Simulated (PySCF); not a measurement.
C2H8FPSi2

The calculation's input:

```
{"job": {"kind": "nmr", "xc": "PBE0", "basis": "pcSseg-1", "pop": false}, "charge": 0, "multiplicity": 1}
F      2.509500     0.477300     0.879900
Si     1.526200    -0.690900     0.311300
C      0.237900    -0.054900    -0.962400
C     -1.172700    -0.625700    -0.695700
Si    -1.550100    -0.446700     1.093700
P      0.208500    -1.312000     1.997800
H      2.098900    -1.865200    -0.183100
H      0.270300     1.109400    -0.793100
H      0.662400    -0.100100    -2.045200
H     -1.956500    -0.053200    -1.331400
H     -1.258200    -1.671500    -0.938000
H     -1.555200     0.945700     1.569100
H     -2.918100    -1.109200     1.099800
H      0.530000    -0.163500     2.838300
```

Run with:

```sh
OMP_NUM_THREADS=1 python probes_run.py task.json out
```

Geometry: GFN2-xTB, MD frame at 250 fs, 400 K.

All numbers below come from PySCF, PBE0/pcSseg-1, SCF density, gas phase, non-relativistic.

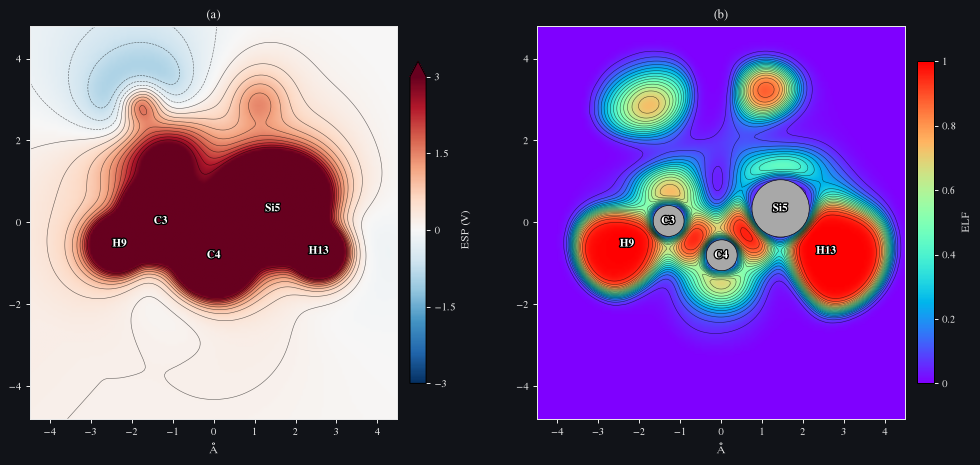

Figure 1. (a) electrostatic potential; (b) electron localisation function on the plane of atoms C4, Si5 and H13. Grey discs cover the atomic cores in the ELF map.

Q: Read the bonding off the picture.

A: The section cuts through C, Si and H sites. C–C (1.54 Å): the ELF peaks at about 0.95 between the atoms (a covalent bond). C–Si (1.84 Å): the ELF peaks at about 0.95 between the atoms (a shared electron pair). Outside the dense part of the molecule the potential is most negative (−0.9 V) near F1, which lies off the plane.

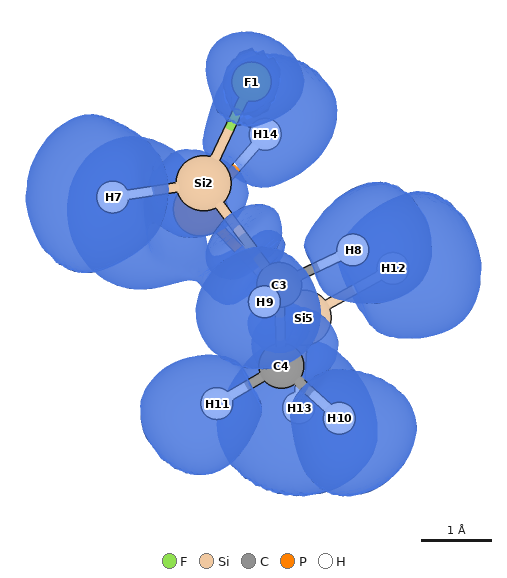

Figure 2. Isosurface of the electron localisation function at 0.8 (blue), seen at an oblique angle. Only the valence region is drawn (cores and ρ < 0.01 e/Å³ removed).

Q: Identify the bonds, lone pairs and shells in this picture.

A: At this value the surface marks out one region between bonded C–C atoms (shared pairs), two regions between bonded C–Si atoms (shared pairs), eight regions around hydrogen nuclei, one region on P in which the atom's valence shell and bonds are merged and one region wrapped around F (its lone pairs, merged into a ring or cap).


 Si–F (1.63 Å): the ELF peaks at about 0.85 in the valence shell of F, 0.6 Å from its nucleus, and is about 0.50 at the midpoint.

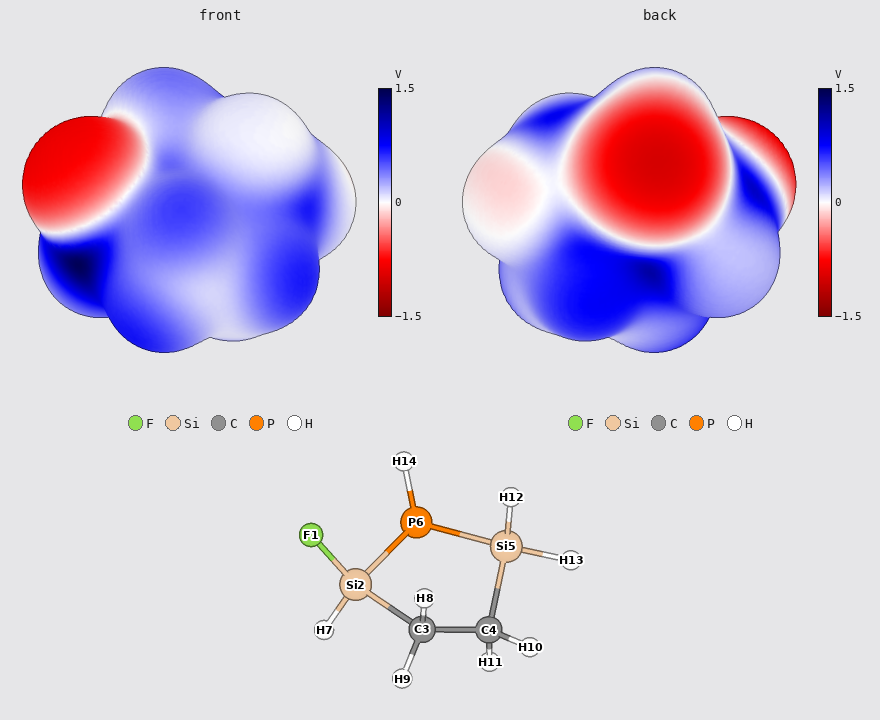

Figure 3. The electrostatic potential painted on the density surface at 0.001 e/bohr³, seen from the front and from behind; the colour scale runs from red (negative) to blue (positive). The bare structure is drawn below in the same view.

Q: Describe the electrostatic potential map.

A: The most negative region (about −1.0 V, or −23 kcal/mol for a unit charge) lies over P6, the most positive (about +1.3 V, or +30 kcal/mol for a unit charge) over Si2.

Q: How polar is the molecule by this calculation?

A: Its dipole moment is 1.93 D.
